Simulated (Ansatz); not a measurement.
**ClH₁₀N₂Si₃ (doublet): density, localisation and related maps**

```yaml
atoms:
  - { symbol: Si, position_ang: [0.6568, 0.8262, 1.0124] }
  - { symbol: N, position_ang: [1.1889, -0.6464, 0.0799] }
  - { symbol: Si, position_ang: [0.8341, -0.7169, -1.6583] }
  - { symbol: N, position_ang: [-0.9081, 1.2632, 0.4176] }
  - { symbol: Si, position_ang: [-2.3609, 0.3255, 0.5384] }
  - { symbol: H, position_ang: [0.6064, 0.3275, 2.4123] }
  - { symbol: H, position_ang: [2.4038, -0.3735, 0.3052] }
  - { symbol: Cl, position_ang: [3.6450, 0.4173, 0.8428] }
  - { symbol: H, position_ang: [0.9905, -1.5142, 0.5710] }
  - { symbol: H, position_ang: [1.6796, -1.7783, -2.2516] }
  - { symbol: H, position_ang: [-0.5981, -1.0331, -1.8772] }
  - { symbol: H, position_ang: [1.1689, 0.6160, -2.2035] }
  - { symbol: H, position_ang: [-0.9984, 2.2108, 0.0813] }
  - { symbol: H, position_ang: [-1.9304, -1.0484, 0.9101] }
  - { symbol: H, position_ang: [-3.2921, 0.8374, 1.5787] }
  - { symbol: H, position_ang: [-3.0861, 0.2870, -0.7590] }
```

A transition-state structure; geometry: PBE0-D4/def2-TZVP.

All numbers below come from UKS PBE0-D4/def2-TZVPP in Ansatz 0.2.0.

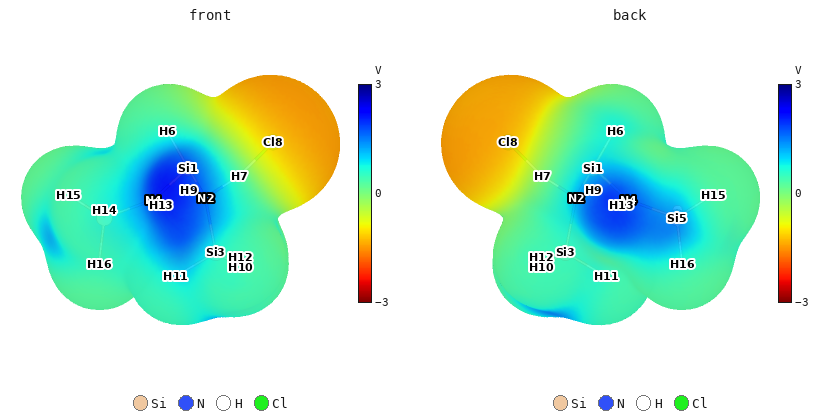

Figure 1. The electrostatic potential painted on the density surface at 0.001 e/bohr³, seen from the front and from behind; red is negative and blue positive.

Question: Which sites attract a positive test charge, and which a negative one?

Answer: A positive charge is drawn to the negative regions and a negative charge to the positive ones. The most negative region (about −1.5 V, or −35 kcal/mol for a unit charge) lies over Cl8, the most positive (about +2.1 V, or +48 kcal/mol for a unit charge) over H9.

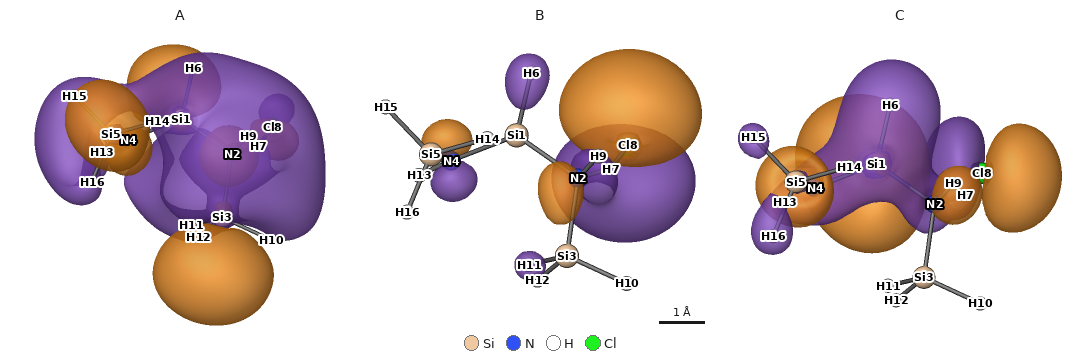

Figure 2. Three frontier orbitals at ±0.05 Å⁻³ᐟ² (orange and purple are the two phases), in no order.

Question: Which picture is the HOMO−1, the HOMO and the LUMO? All are α orbitals.

Answer: B is the HOMO−1 (α) (−7.55 eV). It lies mainly on Cl8 (about 90 %); largely a lone pair of Cl8. C is the HOMO (α) (−6.20 eV). It lies mainly on Si1 (about 55 %), Cl8 (about 25 %) and N4 (about 5 %). A is the LUMO (α) (−0.59 eV). By Hirshfeld shares it lies mainly on Si3 (about 25 %), Si1 (about 15 %), Si5 (about 10 %), H9 (about 10 %) and N2 (about 10 %).

Question: What is the gap between the highest occupied and lowest empty α orbitals?

Answer: 5.61 eV between the orbital energies.

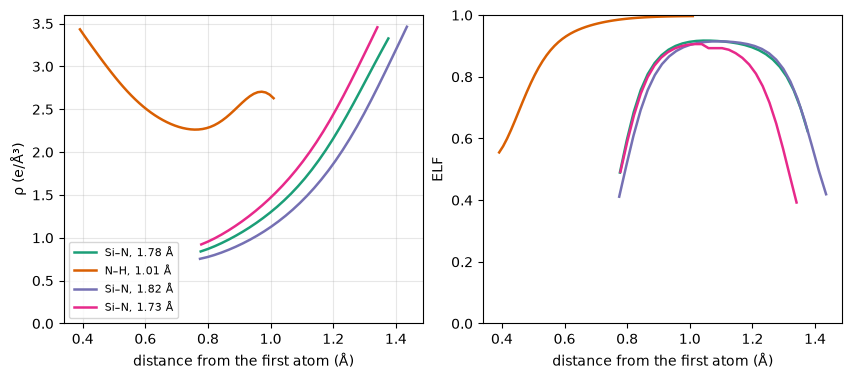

Figure 3. Electron density and electron localisation function along straight lines between neighbouring atoms. The curves leave out the atomic cores.

Question: Compare the contacts.

Answer: Si–N (1.78 Å): ρ is about 1 e/Å³ halfway; the ELF peaks at about 0.90 between the atoms (a polar covalent bond).
N–H (1.01 Å): ρ at the midpoint is about 2.9 e/Å³; the ELF climbs to about 1 towards the hydrogen, as it does in any bond to H; an ordinary covalent bond to hydrogen.
Si–N (1.82 Å): the density is about 0.93 e/Å³ at the midpoint; the ELF peaks at about 0.90 between the atoms (a shared but strongly polarised pair).
Si–N (1.73 Å): ρ at the midpoint is about 1.1 e/Å³; the ELF peaks at about 0.90 between the atoms (a shared but strongly polarised pair).
